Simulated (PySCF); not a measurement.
# F₆S, SMILES `FS(F)(F)(F)(F)F`: electronic structure

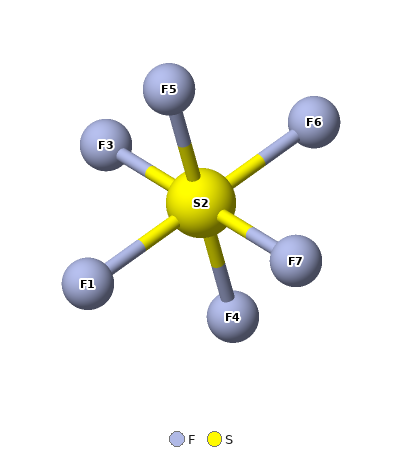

The molecule, with its atoms numbered as below. No frequency check shows the geometry to be a minimum.

Coordinates in Å:

```
F1      -1.0660   -0.5662    1.0353
S2       0.0001    0.0000   -0.0000
F3      -1.1423    0.1439   -1.0971
F4       0.2968   -1.4791   -0.5031
F5      -0.2970    1.4792    0.5031
F6       1.0662    0.5662   -1.0354
F7       1.1422   -0.1440    1.0972
```

### 1. Bonding charge

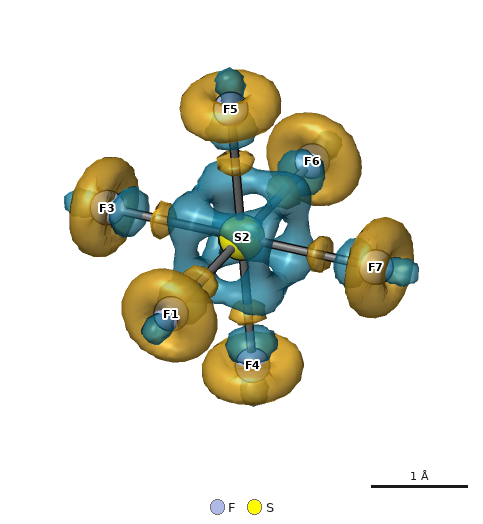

Deformation density (molecule less spherical, spin-averaged free atoms at the same positions), surfaces at ±0.2 e/Å³; yellow: gain, teal: loss.

Method: PBE/def2-TZVP; geometry: GFN2-xTB; program: PySCF.

Question: How much density has each bond gained at its critical point, relative to the free atoms?

Answer: S2–F6, S2–F4, S2–F7, F1–S2 and 2 more like them: +0.04 e/Å³ at the bond critical point (bond length 1.59 Å, Mayer order 1.1); up to 0.6 Å beside the axis the gain reaches +0.28 e/Å³. In all, 1.5 electrons gather in the regions of gain relative to the promolecule. A small or negative value marks a very polar bond, one between electron-rich atoms, whose free-atom densities already overlap strongly, a long bond to a heavier atom, or a closed-shell contact such as a hydrogen bond.

Question: Where do the Hirshfeld charges lie?

Answer: The highest Hirshfeld charge is on S2 (+0.58 e), the lowest on F1, F3, F4, F5, F6 and F7 (−0.10 e).

### 2. Bond critical points

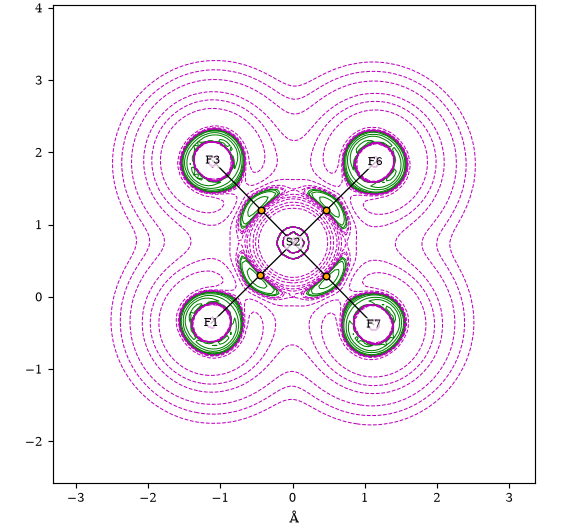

Negative Laplacian of the density (−∇²ρ) in the plane of F1, S2, F3, F6 and F7 (solid green lines positive, dashed magenta lines negative, contours at ±0.02 to ±8 a.u.), with bond paths and bond critical points (dots).

Question: Sort the bonds in the plane by the sign of ∇²ρ at their critical points.

Answer: Concentrated (∇²ρ < 0): S2–F6, S2–F7, F1–S2 and S2–F3 (−0.08 a.u.). At none is it depleted.

Question: Where along S2–F6 does the critical point lie?

Answer: 0.64 Å from S2 and 0.95 Å from F6.

### 3. Local ionisation energy

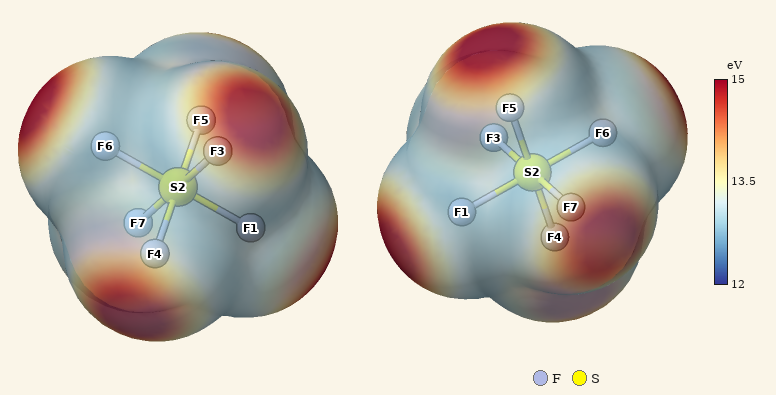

Average local ionisation energy on the surface of electron density 0.001 a.u. (back view left, front view right).

Question: Locate the minima of the map.

Answer: The lowest value is 12.8 eV, 1.7 Å from F7, and at like points elsewhere. For comparison, the highest occupied orbital lies at −10.1 eV.

### 4. In an electric field

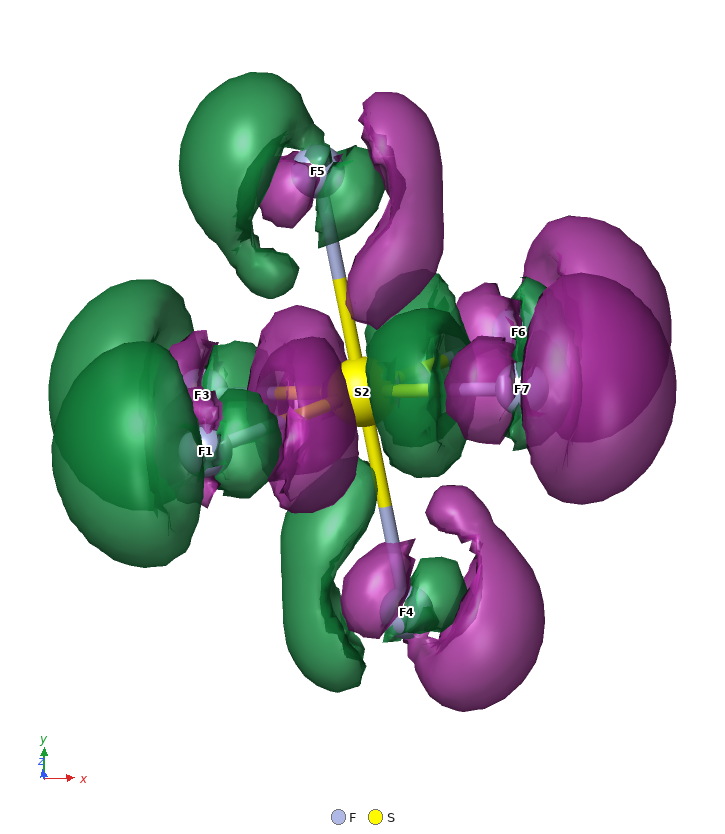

Change of the electron density in a uniform field of 0.21 V/Å, surfaces at ±0.0015 e/Å³ (green: gain, purple: loss).

Method: PBE/def2-TZVP; geometry: GFN2-xTB; program: PySCF. A basis without diffuse functions makes polarisabilities too small.

Question: Along which Cartesian direction does the field point?

Answer: Along +x: electrons gather on the −x side, against the field.

Question: What dipole is induced, and what polarisability does it imply?

Answer: The induced dipole is 0.28 D (along the field); α along this axis, from the fields in both directions, is 28 bohr³ (4.1 Å³).

Question: Which atoms gain and lose the most charge?

Answer: Electrons gather most on F1 and F3 alike (Hirshfeld charge changes by −0.007 e) and leave F6 and F7 alike most (+0.007 e); 0.033 electrons are displaced in all.

The PySCF runs shown took 31 s and 72 s on 1 thread of Intel(R) Xeon(R) Platinum 8259CL CPU @ 2.50GHz (Skylake/Cascade Lake) (shared host).
